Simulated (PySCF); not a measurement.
**C₅H₁₁FOSi: density, localisation and related maps**

Input file:

```
{"job": {"xc": "PBE0", "basis": "pcSseg-1", "kind": "nmr", "pop": true}, "charge": 0, "multiplicity": 1}
F      0.104449    -2.401737     0.400415
C     -0.186929    -1.173335    -0.164424
C     -1.702083    -0.953098    -0.104652
O     -2.052844     0.291262    -0.653145
C     -1.436852     1.361233     0.031844
C      0.088734     1.264398    -0.017739
C      0.549379    -0.066236     0.578353
Si     2.445692    -0.300755     0.514354
H      0.141788    -1.230260    -1.210028
H     -2.226700    -1.711196    -0.689873
H     -2.027703    -1.022735     0.945743
H     -1.790945     2.267251    -0.463982
H     -1.772885     1.372204     1.081097
H      0.412095     1.331601    -1.058906
H      0.523935     2.100098     0.531627
H      0.219569    -0.107046     1.623697
H      2.802015    -1.563032     1.151007
H      2.860810    -0.282858    -0.889916
H      3.038672     0.833491     1.225515
```

Run with:

```sh
OMP_NUM_THREADS=1 python ens_run.py task.json out
```

Geometry: GFN2-xTB.

The calculation used PySCF 2.14.0, PBE0/pcSseg-1, SCF density, gas phase, non-relativistic.

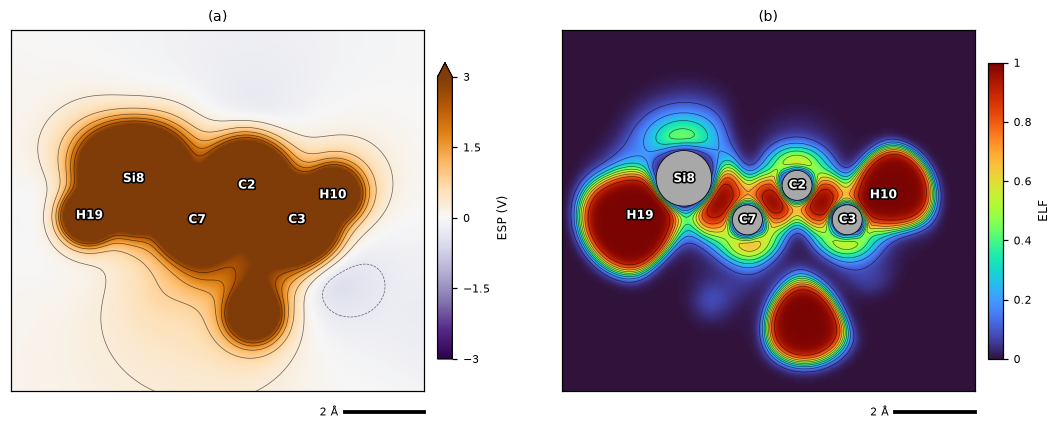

Figure 1. (a) electrostatic potential; (b) electron localisation function on the plane of atoms C2, C7 and Si8. Grey discs cover the atomic cores in the ELF map.

Q: What does the map show?

A: The plane passes through C, Si and H nuclei.
C–C (1.52 Å): the ELF peaks at about 0.95 between the atoms, as expected for a covalent bond.
C–Si (1.91 Å): the ELF peaks at about 0.95 between the atoms (a covalent bond).
C–H (1.09 Å): the ELF climbs to about 1 towards the hydrogen, as it does in any bond to H (an ordinary covalent bond to hydrogen).
Si–H (1.46 Å): the ELF climbs to about 1 towards the hydrogen.
Outside the dense part of the molecule the potential is most negative (−0.5 V) near O4, which lies off the plane.

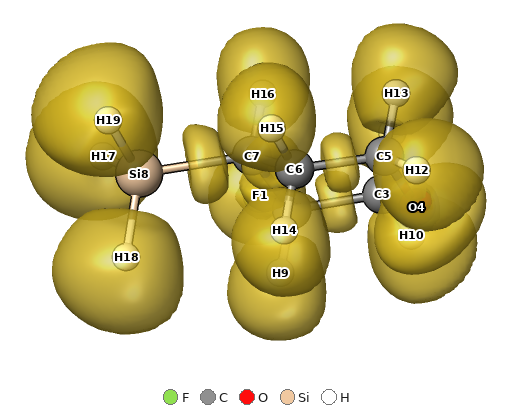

Figure 2. Isosurface of the electron localisation function at 0.75 (yellow), seen from one side. Only the valence region is drawn (cores and ρ < 0.01 e/Å³ removed).

Q: Where are the electrons localised?

A: At this value the surface marks out four regions between bonded C–C atoms (shared pairs), one region between bonded C–Si atoms (shared pairs), eleven regions around hydrogen nuclei, one region on F in which the atom's valence shell and bonds are merged and one region on O in which the atom's valence shell and bonds are merged.


C–F (1.38 Å): the ELF peaks at about 0.85 between the atoms: a polar covalent bond. C–O (1.40 Å): the ELF peaks at about 0.90 between the atoms; a polar covalent bond.

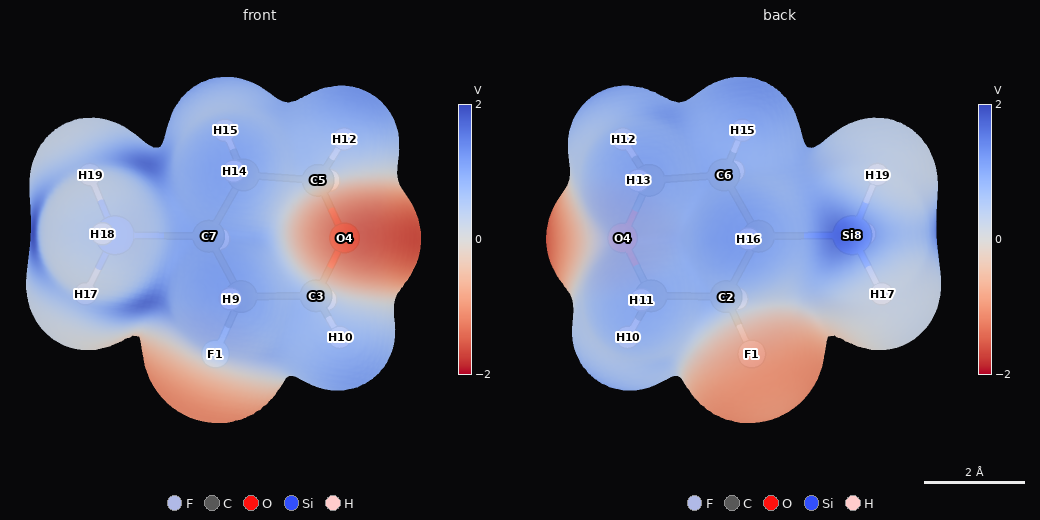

Figure 3. The electrostatic potential painted on the density surface at 0.004 e/bohr³, seen from the front and from behind; red is negative and blue positive.

Q: Describe the electrostatic potential map.

A: The most negative region (about −1.6 V) lies over O4, the most positive (about +1.7 V) over Si8. O4 is the likeliest acceptor of a hydrogen bond.

Q: How polar is the molecule by this calculation?

A: Its dipole moment is 1.64 D.
